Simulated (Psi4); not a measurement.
# PH2 (SMILES [PH2]) at UPBE0/def2-TZVP (sweep point 8)

What is the vertical ionisation energy of PH2 at UPBE0/def2-TZVP (sweep point 8)? 

The calculation is run with Psi4 1.11.

4 further runs of the same task are left out: 4 set aside as unsound or not needed.

## Step 1: The system as given

PH2 has 3 atoms, charge 0, and is taken as a doublet. As SMILES, `[PH2]`. Geometry: relaxed at PBE0-D4/def2-TZVP.

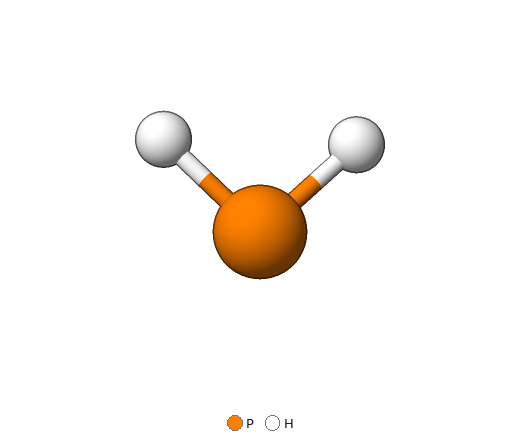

The structure, seen from a chosen angle (phosphorus orange, hydrogen white).

## Step 2: The energy at UPBE0/def2-TZVP (sweep point 8)

Input file h2p.in:

```
memory 1.6 GB

molecule geom {
  0 2
  P      0.99348572    -0.58462457     0.48794618
  H      0.21663820     1.98702812     0.33400909
  H     -1.21012392    -1.40240355    -0.82197417
  units bohr
  symmetry c1
}

set reference uks
set puream true
set scf_type pk
set dft_radial_points 250
set dft_spherical_points 1202
set maxiter 100

result = energy("pbe0/def2-TZVP")
print_variables()
```

The run is started by

```console
$ psi4 -i h2p.in -o h2p.out -n 1
```

h2p.out:

```text
[...]
  Running in c1 symmetry.
[...]
  Nuclear repulsion =   11.408385686419805
[...]
  Multiplicity = 2
[...]
  Nalpha       = 9
  Nbeta        = 8
[...]
    Number of basis functions: 49
[...]
   @UKS iter   1:  -342.34915023333912   -3.05019e-01   6.81558e-03 ADIIS/DIIS
[...]
   @UKS iter   7:  -342.38060160863910   -5.37232e-08   8.86411e-07 DIIS
[...]
   @S^2 Observed:                7.571464697E-01
[...]
    Orbital Energies [Eh]
    ---------------------
    Alpha Occupied:
       1A    -77.223775     2A     -6.620233     3A     -4.761647
       4A     -4.753847     5A     -4.750824     6A     -0.655611
       7A     -0.399375     8A     -0.322389     9A     -0.265295
    Alpha Virtual:
      10A      0.024948    11A      0.040744    12A      0.182126
      13A      0.189579    14A      0.234419    15A      0.248830
      16A      0.250858    17A      0.255345    18A      0.257124
      19A      0.351005    20A      0.473015    21A      0.531339
      22A      0.591340    23A      1.162487    24A      1.174561
      25A      1.197632    26A      1.212350    27A      1.214673
[...]
  @UKS Final Energy:  -342.38060160863910
   => Energetics <=
    Nuclear Repulsion Energy =             11.4083856864198054
    One-Electron Energy =                -495.6956018328950222
    Two-Electron Energy =                 159.8879527955053561
    DFT Exchange-Correlation Energy =     -17.9813382576692185
    Empirical Dispersion Energy =           0.0000000000000000
    VV10 Nonlocal Energy =                  0.0000000000000000
    Total Energy =                       -342.3806016086390400
[...]
 Multipole Moments:
 ------------------------------------------------------------------------------------
     Multipole            Electronic (a.u.)      Nuclear  (a.u.)        Total (a.u.)
 ------------------------------------------------------------------------------------
 L = 1.  Multiply by 2.5417464519 to convert [e a0] to [Debye]
 Dipole X            :          1.3710705           -1.5940472           -0.2229767
 Dipole Y            :         -0.7282888            0.8467280            0.1184392
 Dipole Z            :          0.0000000            0.0000000            0.0000000
 Magnitude           :                                                    0.2524806
[...]
```

Run time: 29 s. Hardware: 1 thread of Intel Xeon at 2.70GHz, shared host; peak memory 0.87 GiB.

## Step 3: The singlet cation at the same level

Input file calc.inp:

```
memory 1.6 GB

molecule system {
  1 1
  P      0.99348572    -0.58462457     0.48794618
  H      0.21663820     1.98702812     0.33400909
  H     -1.21012392    -1.40240355    -0.82197417
  units au
  symmetry c1
}

set {
  basis def2-TZVP
  puream true
  scf_type pk
  dft_radial_points 250
  dft_spherical_points 1202
}

e_tot, wfn = energy("pbe0", return_wfn=True)
```

The run is started by

```console
$ psi4 -n 1 calc.inp calc.out
```

calc.out:

```text
[...]
  Running in c1 symmetry.
[...]
  Nuclear repulsion =   11.408385686419805
[...]
  Multiplicity = 1
[...]
  Nalpha       = 8
  Nbeta        = 8
[...]
    Number of basis functions: 49
[...]
   @RKS iter   1:  -342.00541017871001    3.87210e-02   4.71217e-03 ADIIS/DIIS
[...]
   @RKS iter   6:  -342.01318302253628   -1.27932e-08   8.65144e-07 DIIS
[...]
    Orbital Energies [Eh]
    ---------------------
    Doubly Occupied:
       1A    -77.604996     2A     -6.994318     3A     -5.138133
       4A     -5.124857     5A     -5.121775     6A     -0.961812
       7A     -0.700125     8A     -0.623528
[...]
  @RKS Final Energy:  -342.01318302253628
   => Energetics <=
    Nuclear Repulsion Energy =             11.4083856864198054
    One-Electron Energy =                -489.7327210627909153
    Two-Electron Energy =                 154.0652880363805650
    DFT Exchange-Correlation Energy =     -17.7541356825457299
    Empirical Dispersion Energy =           0.0000000000000000
    VV10 Nonlocal Energy =                  0.0000000000000000
    Total Energy =                       -342.0131830225362251
[...]
 Multipole Moments:
 ------------------------------------------------------------------------------------
     Multipole            Electronic (a.u.)      Nuclear  (a.u.)        Total (a.u.)
 ------------------------------------------------------------------------------------
 L = 1.  Multiply by 2.5417464519 to convert [e a0] to [Debye]
 Dipole X            :          1.1896682           -1.5940472           -0.4043790
 Dipole Y            :         -0.6319299            0.8467280            0.2147981
 Dipole Z            :         -0.0000000            0.0000000           -0.0000000
 Magnitude           :                                                    0.4578871
[...]
```

Wall time 17 s (1 thread of Intel Xeon at 2.70GHz, shared host); peak memory 0.87 GiB.

## Step 4: Summary of results

Level: UPBE0/def2-TZVP (sweep point 8).

```
                                          quantity          value
                         doublet PH2: total energy  -342.38060 Eh
                        doublet PH2: dipole moment         0.64 D
   doublet PH2: HOMO energy (highest over α and β)       -7.22 eV
    doublet PH2: LUMO energy (lowest over α and β)       -3.03 eV
                                 doublet PH2: ⟨S²⟩          0.757
                      singlet cation: total energy  -342.01318 Eh
                       singlet cation: HOMO energy      -16.97 eV
                       singlet cation: LUMO energy      -12.66 eV
                     singlet cation: HOMO–LUMO gap        4.30 eV
vertical ionisation energy (to the singlet cation)       9.998 eV
```

**Reading.** Removing an electron at fixed nuclei costs 10.00 eV (231 kcal/mol). Only the singlet of the ionised species was computed; a triplet could lie lower.
